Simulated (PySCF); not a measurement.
## C5H15NSi2: excited-state calculation

System: C5H15NSi2.
Method: TDDFT CAM-B3LYP/def2-SVPD, vertical, gas phase, core orbitals frozen in the response (PySCF 2.14.0).

The geometry comes from this level: PBE0-D3(BJ)/def2-SVP. It belongs to a series of runs on one base structure; here: constitutional isomer.

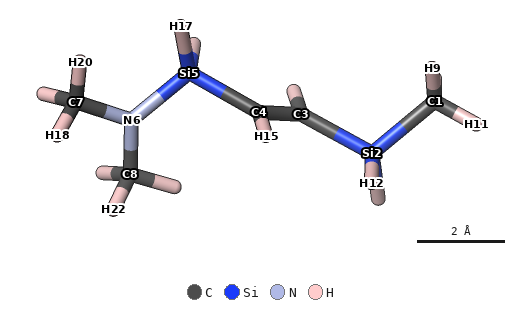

**Figure 1.** The structure as given in the input (stick view, seen at a tilt; atoms are numbered from 1 in the order of the input).

## Key numbers

| quantity | value |
| --- | --- |
| outcome | converged |
| total energy | −832.802070 hartree |
| HOMO | −7.63 eV |
| LUMO | 0.26 eV |
| dipole moment | 0.14 D |
| mean polarisability | 127.94 a.u. |
| vertical ionisation energy | 8.18 eV |
| lowest singlet excitation | 5.10 eV |
| hardware | 1 CPU thread, shared host |
| wall time | 3.8 min |
| peak memory | 1.5 GiB |

## Input
```
{"job": {"kind": "uv", "xc": "CAM-B3LYP", "basis": "def2-SVPD", "ip": true}, "charge": 0, "multiplicity": 1}
C      4.552096    -0.198765    -0.279390
Si     2.958774    -1.171871    -0.060872
C      1.467424    -0.138627    -0.539710
C      0.465889     0.190203     0.297143
Si    -1.000149     1.239790    -0.209727
N     -2.474616     0.367594     0.070792
C     -3.712987     1.022826     0.402126
C     -2.630517    -0.980134    -0.414372
H      4.553468     0.696081     0.361407
H      4.669667     0.127038    -1.324576
H      5.426548    -0.813378    -0.016166
H      2.787949    -1.598578     1.363833
H      3.012543    -2.399649    -0.919107
H      1.411361     0.234402    -1.574845
H      0.504774    -0.182188     1.332173
H     -0.745702     1.626408    -1.642510
H     -1.104003     2.491489     0.602786
H     -4.274449     0.444199     1.160062
H     -4.383945     1.148401    -0.472767
H     -3.523783     2.021758     0.822804
H     -1.648697    -1.442458    -0.599625
H     -3.156424    -1.610632     0.327302
H     -3.209739    -1.033345    -1.359295
```

The first line tells a small driver script what to run in PySCF; the rest is the geometry in Å.

Launched with:
```bash
OMP_NUM_THREADS=1 python <driver script> task.json out
```

## Log
```
coarse grid: 19040 points
cycle   1  E = -832.6353174127  dE =  4.517e-01  |g| = 4.054e-01  |ddm| = 6.439e+00
cycle   2  E = -832.6481259902  dE = -1.281e-02  |g| = 3.674e-01  |ddm| = 1.092e+00
cycle   3  E = -832.6793561967  dE = -3.123e-02  |g| = 6.493e-02  |ddm| = 5.223e-01
cycle   4  E = -832.6801177809  dE = -7.616e-04  |g| = 3.125e-02  |ddm| = 1.147e-01
cycle   5  E = -832.6803518315  dE = -2.341e-04  |g| = 3.572e-03  |ddm| = 4.510e-02
cycle   6  E = -832.6803554336  dE = -3.602e-06  |g| = 1.044e-03  |ddm| = 9.936e-03
final grid: 171464 points
cycle   7  E = -832.8020663599  dE = -3.226e-05  |g| = 3.671e-03  |ddm| = 8.001e-02
cycle   8  E = -832.8020665920  dE = -2.321e-07  |g| = 3.630e-03  |ddm| = 1.334e-02
cycle   9  E = -832.8020699169  dE = -3.325e-06  |g| = 4.604e-04  |ddm| = 4.710e-03
cycle  10  E = -832.8020699614  dE = -4.453e-08  |g| = 1.681e-04  |ddm| = 7.788e-04
cycle  11  E = -832.8020699686  dE = -7.231e-09  |g| = 2.923e-05  |ddm| = 3.530e-04
cycle  12  E = -832.8020699688  dE = -2.249e-10  |g| = 1.008e-05  |ddm| = 6.268e-05
```

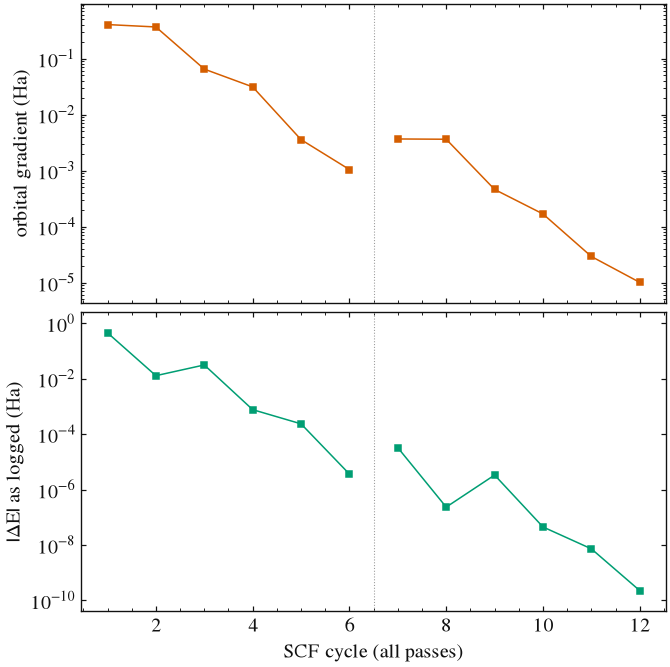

**Figure 2.** Convergence of the self-consistent field: orbital gradient and size of the energy change against the SCF cycle. The dotted line marks the change from a coarse to the final integration grid. The first 6 cycles use a coarse grid, the final grid takes over at cycle 7, and the field converges after 12 cycles in all.

```
converged SCF energy = -832.8020699688

Static polarisability (au): isotropic 127.939, principal 104.848 113.215 165.752

Singlet excitations
state   eV       nm        f      main configurations
  1   5.1004    243.1   0.00285   H->L 0.88
  2   5.8590    211.6   0.00426   H-2->L 0.71, H->L+2 0.08
  3   6.0572    204.7   0.03147   H->L+1 0.39, H->L+2 0.31, H-2->L 0.12
  4   6.4963    190.9   0.02789   H->L+3 0.43, H->L+1 0.18, H->L+7 0.10
  5   6.6626    186.1   0.66484   H-1->L 0.89
  6   6.9052    179.6   0.01478   H->L+5 0.52, H->L+7 0.17, H->L+8 0.11
  7   7.1205    174.1   0.02979   H->L+4 0.40, H->L+6 0.26, H->L+3 0.12
  8   7.3010    169.8   0.02667   H->L+8 0.34, H->L+9 0.26, H->L+6 0.14
  9   7.4890    165.6   0.01568   H->L+9 0.27, H->L+10 0.23, H->L+6 0.17
 10   7.6021    163.1   0.00914   H-1->L+1 0.16, H->L+7 0.15, H->L+1 0.13

Triplet excitations (Tamm-Dancoff, eV): 4.0489 4.8436 5.3959 5.9359
Vertical ionisation energy (delta-SCF) = 8.1827 eV
```

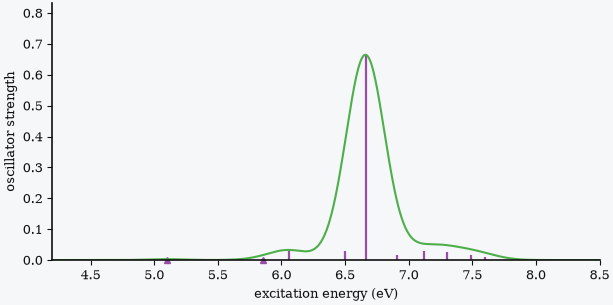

**Figure 3.** Computed excitations as sticks (degenerate states added up, dark ones marked on the axis), with a Gaussian envelope of 0.35 eV full width at half maximum, scaled to the tallest. Of the 10 states the lowest lies at 5.10 eV (f = 0.003); the strongest line is at 6.66 eV, or 186 nm (f = 0.665).

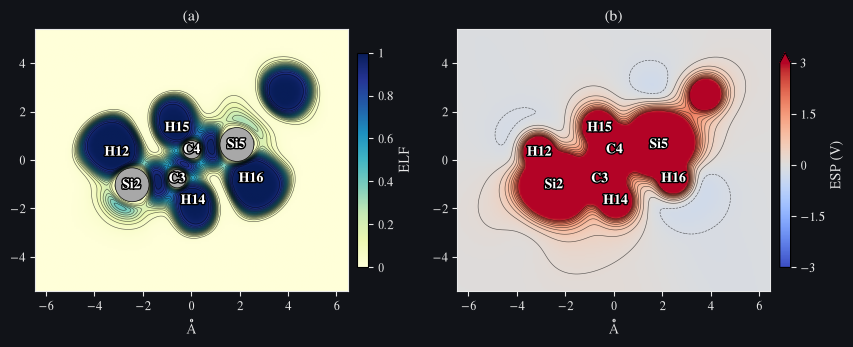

**Figure 4.** (a) electron localisation function; (b) electrostatic potential on the plane of atoms Si2, C3 and H14. Grey discs, where drawn, cover atomic cores. The section cuts through Si, C and H sites. C–C (1.35 Å): the ELF peaks at about 0.90 between the atoms (a multiple bond by its length, whose ELF region spreads away from the axis). C–Si (1.87 Å): the ELF peaks at about 1 between the atoms, which marks a covalent bond. Si–H (1.50 Å): the ELF climbs to about 1 towards the hydrogen. The potential has no marked negative region in this plane.

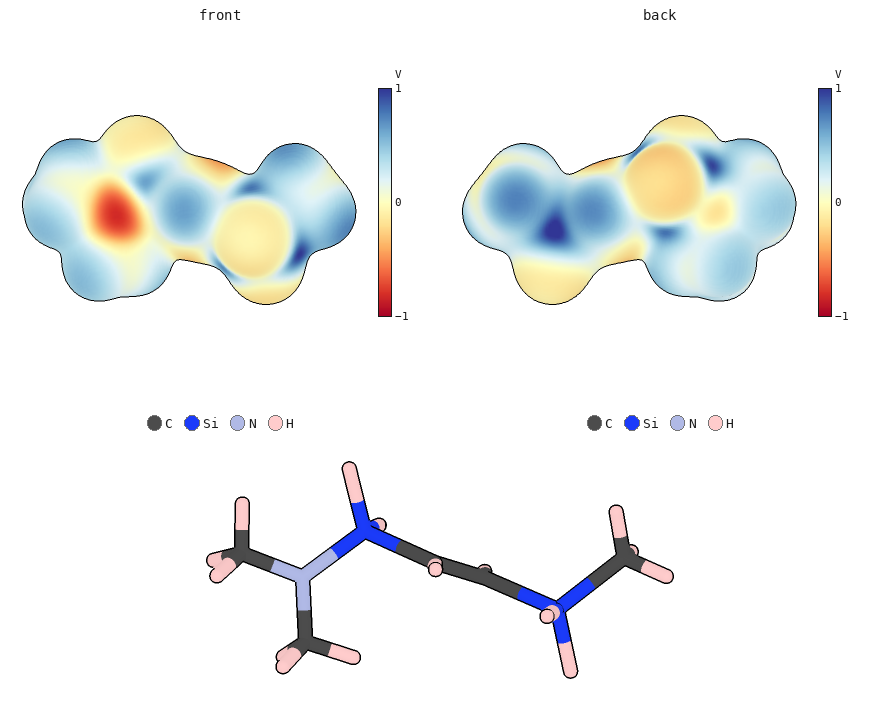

**Figure 5.** The molecular electrostatic potential painted on the density surface at 0.002 e/bohr³, seen face on and from behind; the colour scale runs from red (negative) to blue (positive). The bare structure is drawn below in the same view. Its dipole moment is 0.14 D.
